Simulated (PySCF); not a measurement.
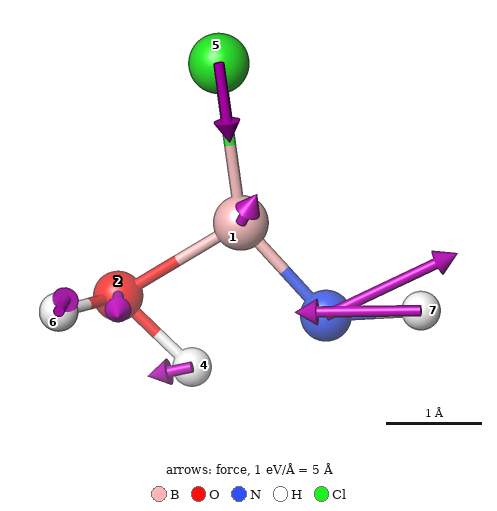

Starting geometry of BNH₃OCl with the computed forces as purple arrows. The picture is a ball-and-stick view, seen at a tilt.

The reaction that was planned forms O2–H4 and breaks B1–O2, N3–H4 (atoms numbered from 1 in input order).

The calculation used PySCF 2.14.0, RKS PBE0-D4/def2-TZVP, partitioned rational-function steps on a Bofill-updated Hessian. 

> Is this structure relaxed? If not, where do the atoms go?

It isn't relaxed: the largest force vector, on the N atom, is 0.31 eV/Å. The final displacements have little in common with the starting forces (cosine between the two patterns 0.15). Over 3 geometry steps the energy falls by 0.04 kcal/mol. The atom that moves furthest after the best rigid fit is an H atom (0.033 Å). Largest moves by element: H 0.033 Å, O 0.012 Å, Cl 0.009 Å, B 0.008 Å, N 0.005 Å. Some distances before and after: H–O 1.079 → 1.093 Å, B–O 1.571 → 1.561 Å, B–Cl 1.757 → 1.750 Å, H–N 1.011 → 1.004 Å. Bond angles that change, for instance: H–O–H 111.8° → 114.0°. The run took 39 s on 4 threads of Arm Neoverse V1 (shared host).
